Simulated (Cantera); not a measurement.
Feed: 1 mol SiH₄, 1.2 mol NO, 4.2 mol H₂, a varied amount of O₂, equilibrated at 698 K and 6.40 Pa.

Equilibrium computed with Cantera from the NASA thermochemical tables; the gas is ideal and each condensed phase is pure. Candidate condensed phases: H₂O, Si, SiO₂, Si₂N₂O, Si₃N₄; 35 gas species. The numbers say what is thermodynamically allowed, not how fast it happens.

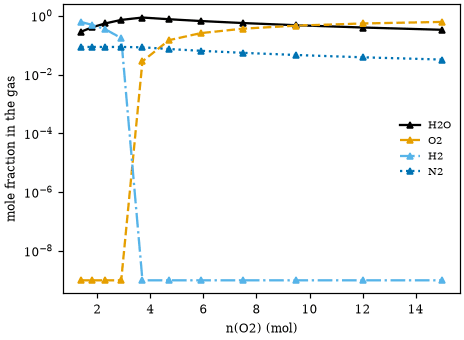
Figure. Equilibrium gas composition (values under 1e-9 drawn at 1e-9)

Read off the mole fractions at 1.4 mol O₂.

H₂ about 0.62, H₂O about 0.29, N₂ about 0.088.
